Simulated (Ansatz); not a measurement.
# C3H9GeOP (SMILES C=CC[O][GeH2][PH2]): what the fields show

Input file:

```
crystal:
  periodic: [false, false, false]
  atoms:
    - { symbol: C, position_ang: [2.7106, 0.3533, -0.7832] }
    - { symbol: C, position_ang: [1.7848, 0.8552, 0.0386] }
    - { symbol: C, position_ang: [0.5944, 0.0477, 0.4613] }
    - { symbol: O, position_ang: [-0.1943, -0.2405, -0.6661] }
    - { symbol: Ge, position_ang: [-1.6287, -1.1821, -0.1162] }
    - { symbol: P, position_ang: [-3.3289, 0.2516, 0.4098] }
    - { symbol: H, position_ang: [3.5666, 0.9555, -1.0697] }
    - { symbol: H, position_ang: [2.6221, -0.6563, -1.1735] }
    - { symbol: H, position_ang: [1.9038, 1.8655, 0.4192] }
    - { symbol: H, position_ang: [0.9566, -0.8885, 0.9441] }
    - { symbol: H, position_ang: [0.0175, 0.6469, 1.2013] }
    - { symbol: H, position_ang: [-1.2814, -2.0515, 1.1207] }
    - { symbol: H, position_ang: [-2.0923, -2.1135, -1.2648] }
    - { symbol: H, position_ang: [-3.1333, 1.0666, -0.7767] }
    - { symbol: H, position_ang: [-2.4974, 1.0901, 1.2551] }
basis:
  gaussian:
    orbitals: def2-SVPD
hamiltonian:
  xc:
    name: B97
output:
  orbitals: {}
```

Launched as:

```sh
python energy_c3h9geop.py
```

Computed with Ansatz, SCF B97, Gaussian basis.

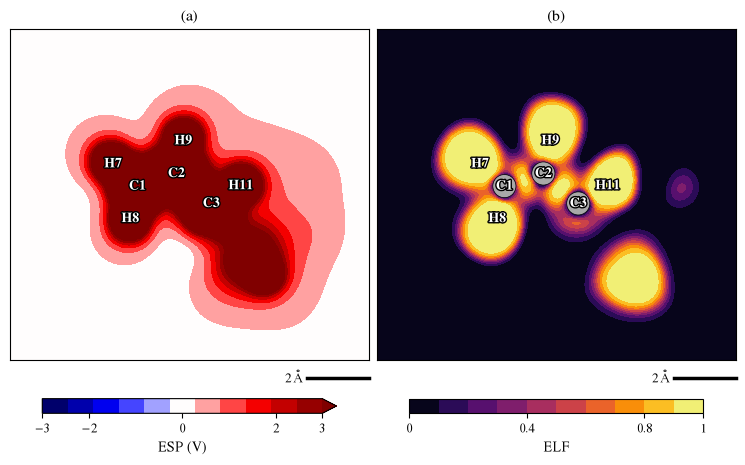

Figure 1. (a) electrostatic potential; (b) ELF on the plane of atoms C2, C1 and H7. Grey discs cover the atomic cores in the ELF map.

Read the bonding off the picture.

- Atoms in the plane: C and H.
- C–C (1.34 Å): the ELF peaks at about 0.95 between the atoms; a short, multiple covalent bond.
- C–H (1.09 Å): the ELF climbs to about 1 towards the hydrogen, as it does in any bond to H (an ordinary covalent bond to hydrogen).
- C–C (1.50 Å): the ELF peaks at about 0.95 between the atoms (a shared electron pair).
- The potential has no marked negative region in this plane.

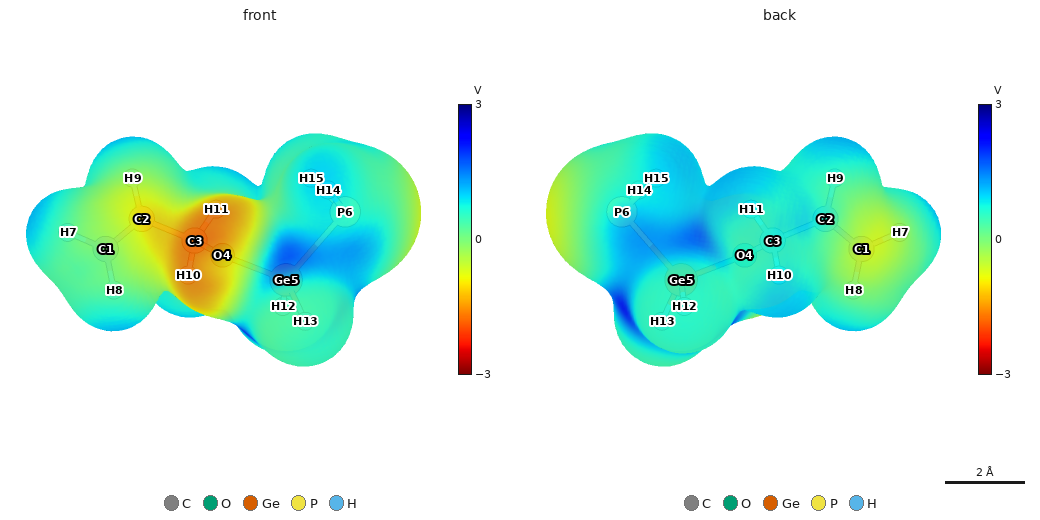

Figure 2. The molecular electrostatic potential painted on the density surface at 0.004 e/bohr³, seen from the front and from behind; red is negative and blue positive.

Where is the surface potential most negative and most positive?

The most negative region (about −1.7 V) lies over O4, the most positive (about +2.0 V) over Ge5. O4 is the likeliest acceptor of a hydrogen bond.

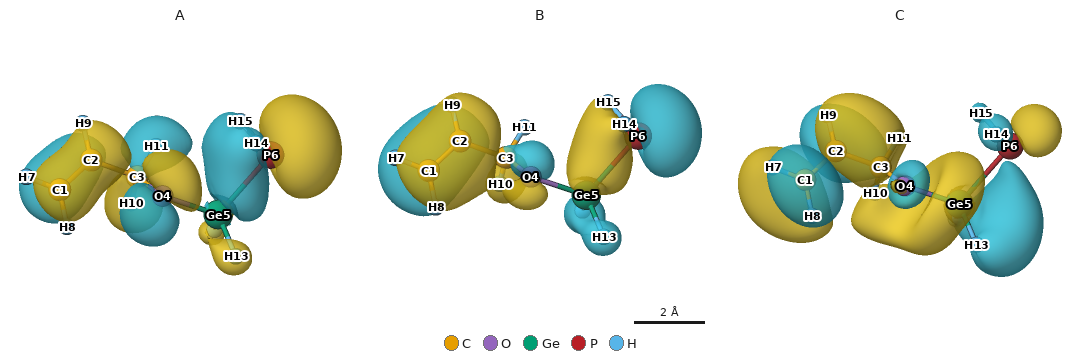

Figure 3. Three frontier orbitals at ±0.06 Å⁻³ᐟ² (yellow and cyan are the two phases), in no order.

Which picture is the HOMO−1, the HOMO and the LUMO?

B is the HOMO−1 (−7.41 eV). It lies mainly on C1 (about 30 %), C2 (about 30 %) and P6 (about 20 %). A is the HOMO (−6.94 eV). It lies mainly on P6 (about 30 %), O4 (about 25 %), C1 (about 10 %), C2 (about 10 %) and Ge5 (about 5 %). C is the LUMO (−0.54 eV). Its weight (Hirshfeld) is mainly on C1 (about 25 %), C2 (about 20 %), Ge5 (about 15 %), C3 (about 5 %) and O4 (about 5 %).

What is the HOMO–LUMO gap?

6.40 eV between the orbital energies.

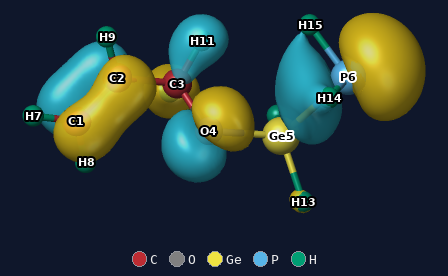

Figure 4. The HOMO at ±0.1 Å⁻³ᐟ² (yellow and cyan are the two phases), seen at a tilt.

What is the character of this orbital?

It lies mainly on P6 (about 30 %), O4 (about 25 %), C1 (about 10 %), C2 (about 10 %) and Ge5 (about 5 %). Its energy is −6.94 eV.
